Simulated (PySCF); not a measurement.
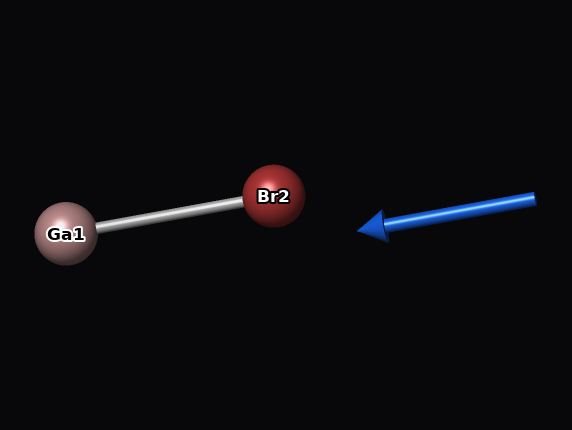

The arrow beside the molecule shows the direction of the dipole moment, from the negative to the positive end (its length means nothing). The computed structure is the end point of a PBE0-D3(BJ)/def2-SVP optimisation. No frequency run is at hand to confirm it as a minimum. Properties computed with PBE0/def2-TZVPD, gas phase (PySCF 2.14.0).

Question: Estimate the dipole moment.

Answer: 2.50 D; it points from the side of Br2 to the side of Ga1 (the outermost atoms at the two ends).
